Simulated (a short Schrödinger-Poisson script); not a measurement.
System: gated Al0.25Ga0.75As/GaAs modulation-doped gas, at 300 K.

| layer | material | thickness (nm) | Nd (cm⁻³) | Na (cm⁻³) |
|---|---|---|---|---|
| 1 | Al0.25Ga0.75As | 20 | - | - |
| 2 | Al0.25Ga0.75As | 20 | 7.5e17 | - |
| 3 | Al0.25Ga0.75As | 10 | - | - |
| 4 | GaAs | 6000 | - | 2e14 |

Constants are typed, rounded textbook-type inputs, not results; the design itself was drawn at random and stands for no fabricated device. Al0.25Ga0.75As: permittivity 12.19, conduction-band edge (eV) 0.198, gap (eV) 1.736, electron mass (mₑ) 0.0878, Nv at 300 K (cm⁻³) 9e18. GaAs: permittivity 12.9, conduction-band edge (eV) 0, gap (eV) 1.424, Nv at 300 K (cm⁻³) 9e18.

Channel valleys (confinement mass, in-plane density-of-states mass, number): Γ 0.067, 0.067, 1. At the gate the conduction-band edge of layer 1 lies 0.95 eV − eVg above the Fermi level of the channel; the field vanishes at the back. Donor level 0.02 eV below the band edge. The barrier under the gate holds no holes. Gaps are held at their typed values at every temperature. Mesh 0.08 nm at interfaces.

Solved with a short Schrödinger-Poisson script written for these runs: 1D Poisson equation in equilibrium, electrons quantum, Hartree plus LDA exchange-correlation (BenDaniel-Duke, 40 states a valley, the channel's in-plane mass for all, wave functions free to enter the barrier), parabolic valleys, classical holes, donors ionised by Fermi statistics, acceptors fully, no traps, pinning or gate leakage.

Only gate voltages with over 1e8 electrons/cm² are shown.

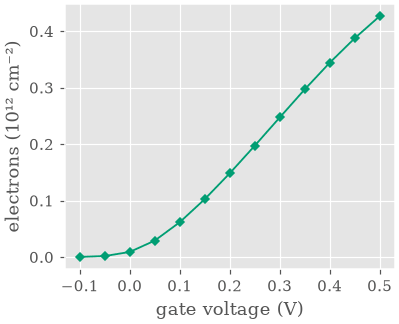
Sheet density against gate voltage

```tsv
Vg (V)	electrons (cm⁻²)	in the channel layer	C (μF/cm²)	Γ E0 (meV)	Γ E1 (meV)
0.5	4.27e11	3.98e11	0.267	25.3	57.4
0.45	3.87e11	3.69e11	0.242	28.2	59.3
0.4	3.44e11	3.32e11	0.217	32.1	61.9
0.35	2.97e11	2.89e11	0.197	37.1	65.3
0.3	2.47e11	2.42e11	0.181	43.4	69.8
0.25	1.97e11	1.94e11	0.169	51.2	75.4
0.2	1.48e11	1.47e11	0.157	60.8	82.7
0.15	1.03e11	1.02e11	0.142	72.9	92.3
0.1	6.17e10	6.13e10	0.121	88.9	105.8
0.05	2.91e10	2.90e10	0.0888	111.4	125.9
0	9.06e9	9.02e9	0.0446	144.0	156.8
-0.05	1.79e9	1.79e9	0.0143	187.3	199.2
-0.1	2.90e8	2.88e8	0.00611	235.2	246.8
```

Subbands count from the Fermi level.
